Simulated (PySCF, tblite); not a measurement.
# C₃H₆NO radical: geometry, infrared bands and EPR parameters

Wanted: the infrared bands and EPR parameters of C₃H₆NO radical (`[O]N1CCC1`), by calculation.

The runs use tblite 0.8.0 and PySCF 2.14.0, with density-fitted response routines of our own; the level of theory stands in each step. All values are computed, except where a source is named. Atoms are numbered from 0 throughout.

## 1. The starting structure

11 atoms, charge 0, multiplicity 2; geometry from: force field or distance geometry start.

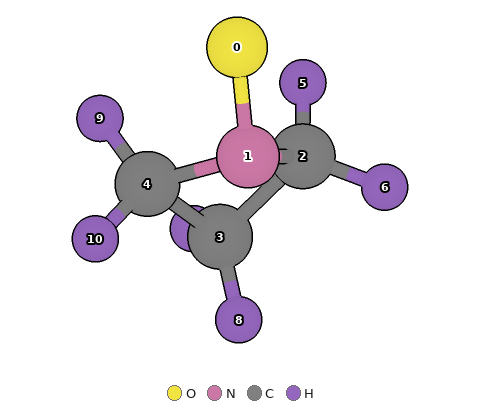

As it starts; oxygen yellow, nitrogen pink, carbon grey, hydrogen purple, atoms numbered.

## 2. Optimising the geometry with GFN2-xTB

What the job is given:

```
{"job": {"kind": "relax", "xc": "GFN2-xTB", "basis": "xTB"}, "charge": 0, "multiplicity": 2}
O      2.045200     0.817100     0.473400
N      1.146200     0.017300    -0.321500
C     -0.038300     0.846600    -0.602700
C     -0.906000    -0.365700    -0.232900
C      0.306600    -0.760700     0.653700
H     -0.233600     1.720300     0.038400
H     -0.138200     1.169600    -1.654000
H     -1.831100    -0.161300     0.310600
H     -1.096500    -1.065500    -1.053000
H      0.231100    -0.381500     1.680700
H      0.520000    -1.833600     0.681400
```

Launch:

```bash
$ OMP_NUM_THREADS=1 python probes_run.py task.json out
```

The driver reads the jobs from task.json and runs them one after another.

The program printed:

```text
step      E/eV     max force
  0    -443.83813    7.269
  1    -444.68489    3.352
  2    -444.88358    3.053
  3    -445.00742    0.739
  4    -445.03683    0.527
  5    -445.06556    0.594
  6    -445.11552    0.973
  7    -445.15531    0.985
  8    -445.19480    0.547
  9    -445.21703    0.347
 10    -445.23001    0.216
 11    -445.23498    0.151
 12    -445.23694    0.161
 13    -445.23899    0.153
 14    -445.24094    0.107
 15    -445.24215    0.097
 16    -445.24269    0.081
 17    -445.24320    0.081
 18    -445.24425    0.090
 19    -445.24511    0.095
 20    -445.24621    0.094
 21    -445.24749    0.134
 22    -445.24939    0.224
 23    -445.25168    0.214
 24    -445.25434    0.238
 25    -445.25400    0.439
 26    -445.25885    0.130
 27    -445.26034    0.106
 28    -445.26294    0.107
 29    -445.26396    0.062
 30    -445.26433    0.044
 31    -445.26439    0.042
 32    -445.26447    0.035
 33    -445.26459    0.040
 34    -445.26469    0.040
 35    -445.26478    0.035
 36    -445.26488    0.031
 37    -445.26499    0.035
 38    -445.26510    0.027
 39    -445.26517    0.019
 40    -445.26520    0.018
 41    -445.26522    0.017
 42    -445.26525    0.019
 43    -445.26530    0.022
 44    -445.26535    0.018
 45    -445.26538    0.009
```

Wall time 0.17 s (1 thread of Arm Neoverse V1, shared host).

Step by step: (not every step is listed)

```tsv
step	energy from step 0 (eV)	largest force (eV/Å)
0	0.0000	7.2687
1	-0.8468	3.3524
2	-1.0455	3.0532
3	-1.1693	0.7386
4	-1.1987	0.5265
5	-1.2274	0.5938
6	-1.2774	0.9730
7	-1.3172	0.9850
8	-1.3567	0.5471
11	-1.3969	0.1513
14	-1.4028	0.1066
17	-1.4051	0.0808
20	-1.4081	0.0944
23	-1.4136	0.2141
26	-1.4207	0.1296
29	-1.4258	0.0619
32	-1.4263	0.0354
35	-1.4266	0.0347
38	-1.4270	0.0273
40	-1.4271	0.0175
41	-1.4271	0.0165
42	-1.4271	0.0186
43	-1.4272	0.0217
44	-1.4272	0.0180
45	-1.4273	0.0092
```

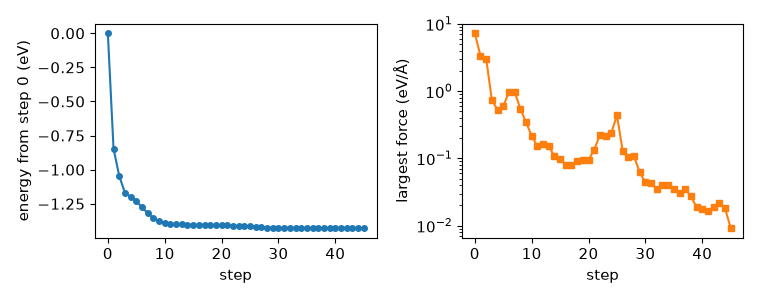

Energy and force, step by step.

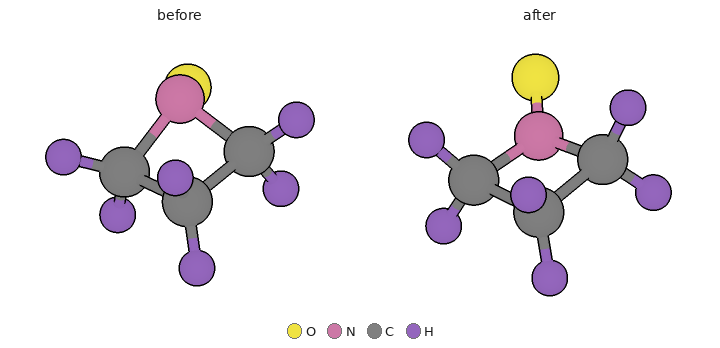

Before and after, at one scale.

Close pairs (by a distance rule), those that changed most:

```tsv
bond	before (Å)	after (Å)	change (Å)
O0–N1	1.442	1.261	-0.181
N1–C4	1.504	1.449	-0.054
N1–C2	1.473	1.449	-0.024
C3–C4	1.553	1.536	-0.017
C2–H6	1.104	1.094	-0.010
C3–H8	1.095	1.086	-0.009
C2–H5	1.101	1.093	-0.008
C3–H7	1.092	1.086	-0.006
```

The end geometry stands in the next job.

## 3. Infrared spectrum with GFN2-xTB

What the job is given:

```
{"job": {"kind": "ir", "xc": "GFN2-xTB", "basis": "xTB"}, "charge": 0, "multiplicity": 2}
O      2.202102     0.693651     0.265903
N      0.975063     0.405309     0.242772
C     -0.090077     0.873813    -0.621245
C     -0.932861    -0.321536    -0.152195
C      0.275275    -0.788640     0.673547
H     -0.458348     1.866270    -0.348370
H      0.180714     0.880646    -1.681302
H     -1.802111    -0.050692     0.440393
H     -1.231350    -1.003330    -0.943450
H      0.135784    -0.836687     1.756822
H      0.751235    -1.716133     0.341161
```

The program printed:

```text
mode    cm-1     km/mol
  1     108.5      4.91
  2     175.0      2.47
  3     436.2     19.04
  4     687.1      4.07
  5     780.1      4.89
  6     816.1      0.01
  7     921.5      0.58
  8    1021.5      0.24
  9    1025.3      0.05
 10    1041.3      3.29
 11    1058.3      0.13
 12    1115.9     12.74
 13    1138.3      0.44
 14    1155.5      0.12
 15    1226.2      3.63
 16    1243.0      0.00
 17    1245.8      0.14
 18    1449.5      3.99
 19    1450.2      0.34
 20    1477.2      0.04
 21    1523.0    137.95
 22    2920.7     30.69
 23    2923.3      2.38
 24    2951.9      3.07
 25    2954.0     48.42
 26    3038.4     24.50
 27    3042.6     19.51
```

It took 0.17 s on 1 thread of Arm Neoverse V1, shared host.

Which atoms move in the most intense modes:

```tsv
cm⁻¹	km/mol	atoms
108	4.9	O0 27 %, N1 20 %, C3 14 %
436	19.0	O0 40 %, N1 15 %, C2 14 %, C4 14 %
1116	12.7	N1 52 %, C2 17 %, C4 17 %
1523	137.9	N1 64 %, O0 31 %
2921	30.7	H10 42 %, H6 20 %, H9 19 %
2954	48.4	H5 46 %, H6 21 %, H9 20 %
3038	24.5	H7 56 %, H8 34 %
3043	19.5	H8 59 %, H7 37 %
```

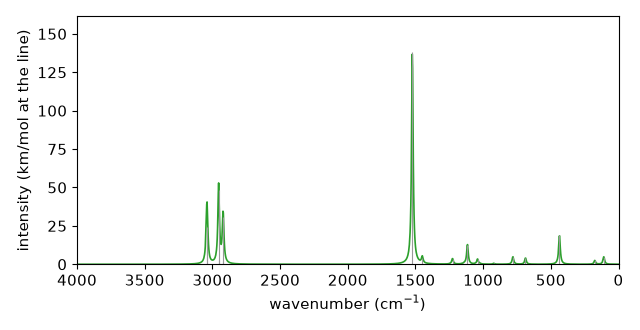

The infrared spectrum from these modes, unscaled. Lines are broadened to a width of 14 cm⁻¹ (Lorentzian).

## 4. g tensor and hyperfine couplings: B3LYP/pcH-1

Same as in step 3 but for these lines:

```diff
@@ -1,2 +1,2 @@
-{"job": {"kind": "ir", "xc": "GFN2-xTB", "basis": "xTB"}, "charge": 0, "multiplicity": 2}
+{"job": {"kind": "epr", "basis": "pcH-1"}, "charge": 0, "multiplicity": 2}
 O      2.202102     0.693651     0.265903
```

Method: UKS B3LYP, pcH-1 on C H N O, non-relativistic, mean-field spin-orbit, GIAO.

The program printed:

```text
UKS, coarse grid
  cycle   1  E = -247.68257668  |g| = 5.78e-01
  cycle   2  E = -247.22424647  |g| = 1.26e+00
  cycle   3  E = -247.80974778  |g| = 1.07e-01
  cycle   4  E = -247.81329927  |g| = 7.38e-02
  cycle   5  E = -247.81573923  |g| = 1.59e-02
  cycle   6  E = -247.81583196  |g| = 7.36e-03
  cycle   7  E = -247.81585595  |g| = 3.36e-03
  cycle   8  E = -247.81586133  |g| = 4.50e-04
UKS, final grid
  cycle   1  E = -247.81584600  |g| = 4.99e-04
  cycle   2  E = -247.81584586  |g| = 8.23e-04
  cycle   3  E = -247.81584611  |g| = 1.47e-04
  cycle   4  E = -247.81584612  |g| = 4.45e-05
  cycle   5  E = -247.81584612  |g| = 1.71e-05
E = -247.81584612 Eh   <S^2> = 0.7537 (exact 0.7500)
g shifts (ppm)      1          2          3
  rmc          -290       -290       -290
  gc             -6         55         54
  oz_so         -38       3956       7699
  total        -334       3720       7463
hyperfine (MHz)  atom isotope    a_iso     a_fc   dipolar eigenvalues
    0   17O     -40.54     -40.54   -177.27     86.16     91.11
    1   14N      29.41      29.41    -25.30    -24.70     50.01
    2   13C     -19.55     -19.55     -2.45     -1.14      3.59
    3   13C       1.77       1.77     -1.35     -1.02      2.37
    4   13C     -19.56     -19.56     -2.46     -1.14      3.59
    5    1H      60.51      60.51     -4.58     -3.50      8.08
    6    1H      59.51      59.51     -3.94     -2.94      6.88
    7    1H      -0.15      -0.15     -2.11     -2.06      4.17
    8    1H      -3.82      -3.82     -1.98     -1.92      3.90
    9    1H      60.53      60.53     -4.58     -3.50      8.08
   10    1H      59.55      59.55     -3.94     -2.94      6.87
```

Run time: 24 s. Hardware: 1 thread of Arm Neoverse V1, shared host; peak memory 0.67 GiB.

Principal g values 2.00199, 2.00604, 2.00978; g(iso) = 2.00594, against 2.00232 for a free electron.

Mean a(iso) over the nuclei that a row names, and the largest dipolar term of the row (other rows stand at the frozen geometry):

```tsv
nuclei	isotope	a(iso) (MHz)	a(iso) (G, at g = 2.0023)	largest dipolar term (MHz)
H5, H6, H9, H10	1H	60.0	21.4	8.1
O0	17O	-40.5	-14.5	-177.3
N1	14N	29.4	10.5	50.0
C2, C4	13C	-19.6	-7.0	3.6
H7, H8	1H	-2.0	-0.7	4.2
C3	13C	1.8	0.6	2.4
```

Mulliken spin populations:

```tsv
atom	value (e)
O0	0.53
N1	0.41
C2	-0.04
C3	0.01
C4	-0.04
H5	0.03
H6	0.04
H7	0.00
H8	0.00
H9	0.03
H10	0.04
```

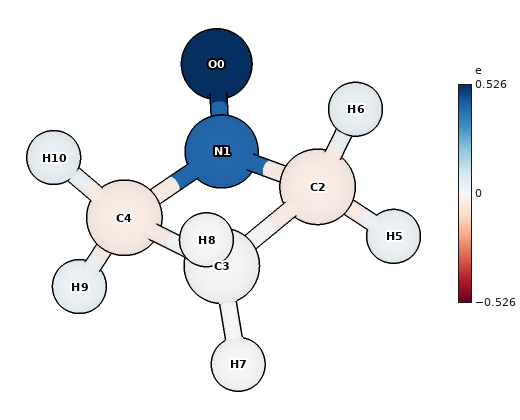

Mulliken spin populations, as colours on the atoms.

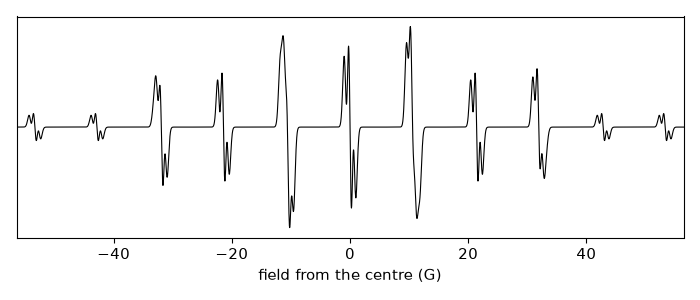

First-order isotropic spectrum (first derivative, main isotopes with spin only, couplings over 0.8 MHz, Gaussian width 0.3 G; couplings of the frozen geometry, rotation of groups not averaged beyond the rows shown).

Orbitals, density, ELF and potential are computed afterwards from the orbital file.

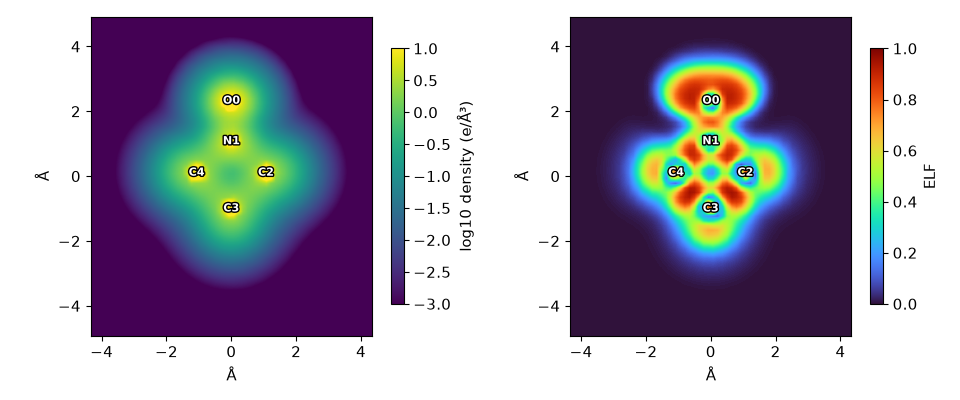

Density (left) and ELF (right) in a plane through or near 5 of the atoms.

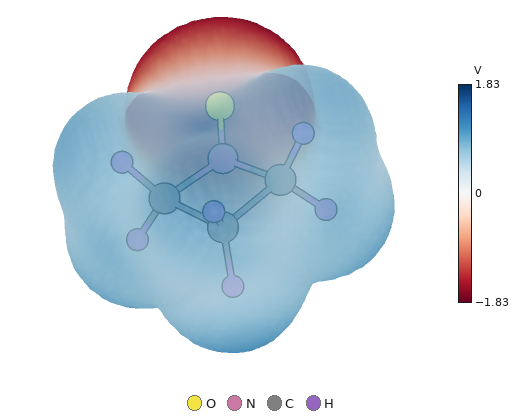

The potential that a unit positive charge feels on the 0.002 e/bohr³ surface, from -1.83 V near O0 to 1.04 V near H8.

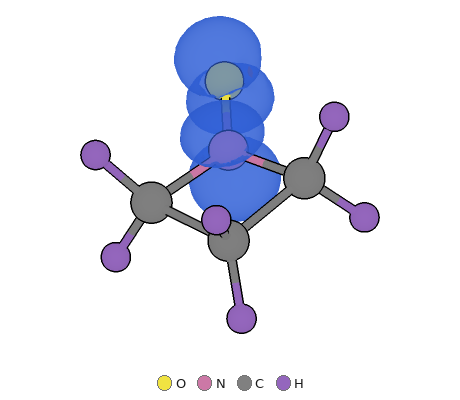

Spin density at ±0.07 e/Å³ (alpha excess blue, beta excess red).

## 5. What came out

| quantity | value |
| --- | --- |
| strongest single infrared mode (GFN2-xTB) | 1523 cm⁻¹, 138 km/mol |
| zero-point energy (GFN2-xTB) | 55.6 kcal/mol |
| g(iso) (B3LYP) | 2.00594 |
| ⟨S²⟩ | 0.754 (exact 0.75) |
| largest a(iso) (averaged by class) | 1H on H5, H6, H9, H10, 60.0 MHz |
| potential on the surface of density 0.002 e/bohr³, 1st and 99th percentile | -1.83 V and 1.04 V |

In words: The optimisation took 45 steps and gained 1.427 eV; among the close pairs (by a distance rule), O0–N1 changed most, from 1.442 to 1.261 Å. No mode is imaginary among the 27: a minimum at this level. The strongest single mode, at 1523 cm⁻¹, moves mainly N1. GFN2-xTB is a fitted tight-binding method: band positions and strengths are rough. Its intensities can rank the bands wrongly. The largest spin populations lie on O0 (0.53 e), N1 (0.41 e). The isotropic g lies 3.6 ppt above the free-electron value. The conformer search found further structures of the same energy, which may be mirror or relabelled copies of this one.
